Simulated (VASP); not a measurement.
Band structure of PtAu (space group P-6m2). Method: PBEsol GGA, VASP's PBE PAW potentials (set 64) (plane waves; VASP).

Unless said otherwise, spin-orbit coupling is left out, though it shifts the bands of the heavy elements here.

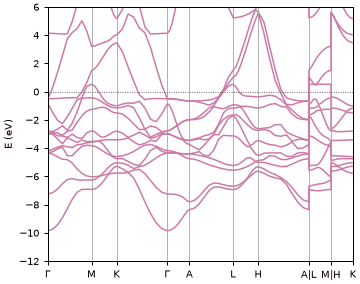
Figure. Bands along high-symmetry lines, zero at the valence-band maximum or, without a gap, the Fermi level

### Question
Read the plot: is there a gap, and where are the band edges?

### Answer
It has no gap at this level: it comes out as a metal or semimetal. (Edges off the drawn lines would not show.)

The structure comes from a computed database's PtAu entry (P-6m2); how it stands against other phases isn't given here. It was relaxed first. The electron count is odd and the run is not spin-polarised, which forces a metal.
